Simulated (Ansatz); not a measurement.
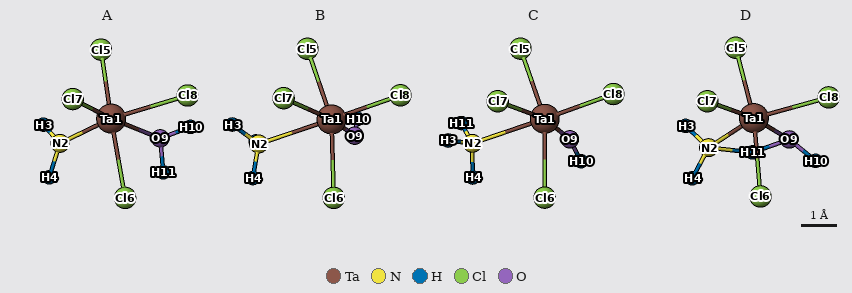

4 geometries from a converged minimum-energy path of TaNH4OCl4, shuffled. The picture is a ball-and-stick view, seen from a free direction.

Level of theory: RKS PBE/def2-SVP in Ansatz 0.2.0. Set-up: 5 movable images; climbing image; force threshold 0.05 eV/Å; iteration limit 60; starting path through a guess of the saddle point.

### Which frame is the top of the path?

D. In order along the path, whose images run from 0 to 6: A (image 0, 0.00 eV), D (image 2, +0.34 eV), C (image 4, −0.81 eV), B (image 5, −0.81 eV). A hydrogen atom shifts from one atom to another. Breaking: O9–H11 (0.98 → 1.15 at the top → 2.85 Å). Forming: N2–H11 (3.16 → 1.40 at the top → 1.03 Å).
